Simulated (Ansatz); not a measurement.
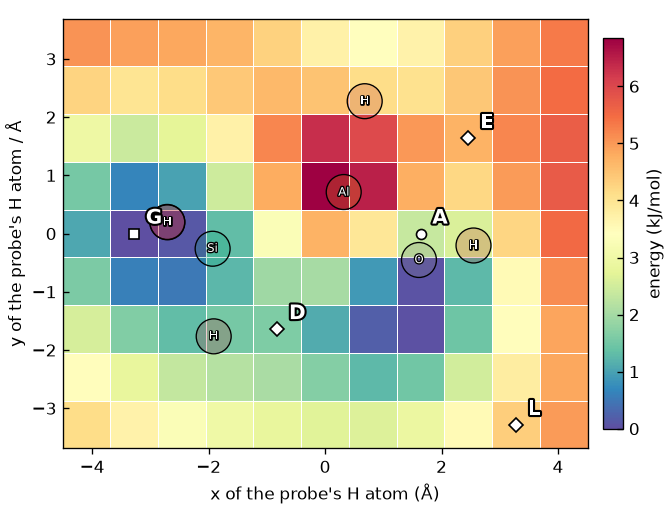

AlH₅OSi (SMILES [OH][AlH][SiH3]) with the probe H2O. 
- The probe is moved over a plane parallel to the molecule's main plane, 3.31 Å above it.
- First axis: x of the probe's H atom. Second axis: y of the probe's H atom.
- Nothing is relaxed (molecule and probe rigid, the probe upright with H nearest the plane).
- Grid: 11 × 9 points.
- All energies are given in kJ/mol relative to the lowest grid point.
- Computed with RKS PBE-D4/def2-SVPD in Ansatz.

Drawn: one coloured cell a grid point, labelled circles for the molecule's atoms, projected on the plane, lettered points.

Is G the lowest point of the computed grid?

Yes. G, at x of the probe's H atom = −3.28 Å, y of the probe's H atom = 0.00 Å, has the lowest energy of the grid.

Rank the lettered points by energy, lowest first.

G (0.00 kJ/mol), D (1.60 kJ/mol), A (2.36 kJ/mol), L (4.33 kJ/mol), E (4.73 kJ/mol).

What kind of point is each of A, D, E, G: minimum, saddle, maximum or slope?

A: on a slope; D: saddle point; E: saddle point; G: minimum. (In these two coordinates alone; a stationary point may lie a little off the grid point.)
